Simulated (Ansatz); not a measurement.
We consider chalcopyrite CdGeAs2, described by rVV10 (PAW; Ansatz, a program for electronic structure).

Numerical settings: plane-wave cutoff 520 eV, 8×8×8 k mesh, Fermi–Dirac smearing 0.01 eV, scalar-relativistic PAW data made under PBE.

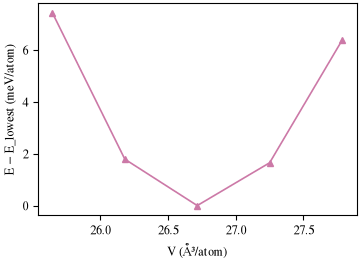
*Total energy against volume*

**Question.** From the curve, estimate the equilibrium volume and the bulk modulus.

**Answer.** V0 ≈ 26.7 Å³/atom and B0 ≈ 52 GPa; the fit gives V0 = 26.717 Å³/atom, B0 = 51.5 GPa, B′ = 4.7.

Shape and atoms are relaxed at each volume.

Measured, for comparison: bulk modulus 69.9 GPa (temperature not stated, no zero-point or thermal correction; as tabulated in Toher et al. (2017), arXiv:1611.05714). Computed (rounded) less measured: bulk modulus -26 %.

Note: the bulk modulus comes from volumes at which shape and atoms were relaxed.

It cost roughly 40 core-minutes of CPU time.
